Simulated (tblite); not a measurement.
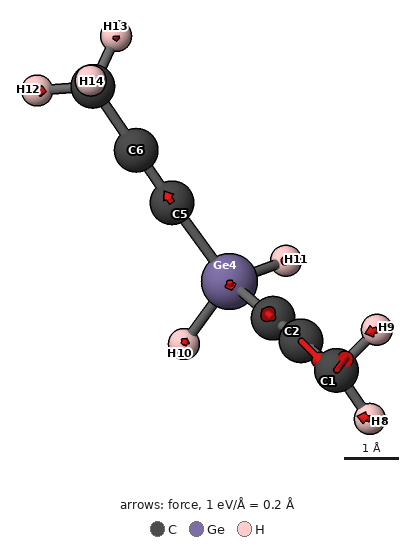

Starting geometry of C6H7Ge (multiplicity 2) with the computed forces as red arrows. The picture is a ball-and-stick view, seen from a free direction.

Computed with GFN2-xTB geometry optimisation, gas phase in tblite. 

> What follows when this structure is relaxed?

It isn't relaxed: the largest force vector, on a C atom, is 5.72 eV/Å. The final displacements follow the starting forces only in part (cosine between the two patterns 0.46). The largest move after the best rigid fit is that of a C atom, 0.33 Å. Largest moves by element: C 0.33 Å, H 0.28 Å, Ge 0.02 Å. Among the contacts that change: C–C 1.492 → 1.345 Å, Ge–H 1.570 → 1.500 Å, C–H 1.118 → 1.076 Å, C–C 1.196 → 1.233 Å. Bond angles that change, for instance: H–C–H 103.7° → 118.4°, C–C–H 107.7° → 120.9°, C–C–H 111.6° → 120.7°. The energy falls by 97.0 kJ/mol in 60 geometry steps. The run took 0.52 s on 1 thread of Arm Neoverse N1, on a shared host.
